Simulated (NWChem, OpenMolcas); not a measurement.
# Predicting a hybrid from its neighbours: SnF4

SnF4 has 5 atoms, charge 0, and is taken as a singlet. SMILES: `[F][Sn]([F])([F])[F]`. The coordinates come from a PBE0-D4/def2-TZVP relaxation.

The vertical energy of the triplet above the singlet y, in eV, basis def2-SVP with a core potential; a is the functional's share of exact exchange. Programs: NWChem 7.3.0, OpenMolcas 26.06.

```
functional     program     a  y (eV)
    r2SCAN  OpenMolcas     0    5.96
      TPSS  OpenMolcas     0    5.63
     B3LYP  OpenMolcas   0.2       ?
      PBE0      NWChem  0.25    6.56
     BHLYP  OpenMolcas   0.5    7.21
```

Task: Fit y = c + s·a to the known rows and predict B3LYP.

Result: 
1. Means of the 4 rows: a = 0.1875, y = 6.340.
2. Σ(Δa)² = 0.17188, Σ(Δa·Δy) = 0.49, so the slope is 0.49/0.17188 = 2.8508.
3. Intercept: 6.340 − (2.8508) × 0.1875 = 5.805. The largest residual of the fit is 0.18.
4. B3LYP: 5.805 + (2.8508) × 0.2 = 6.38 eV.

The run gave 6.29 eV, so the prediction is off by +0.09 eV, within the largest residual. The rows mix families of semi-local functionals, which the line can't see. Spin-orbit coupling is left out.

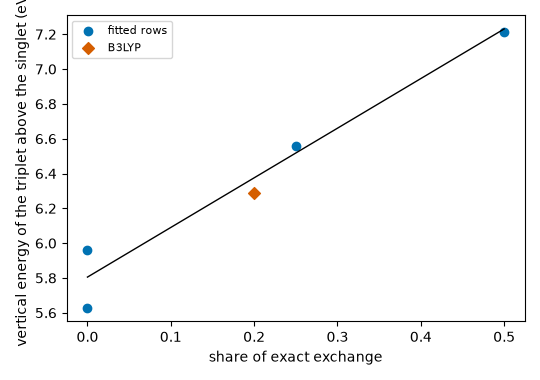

The fitted line, with the withheld row.
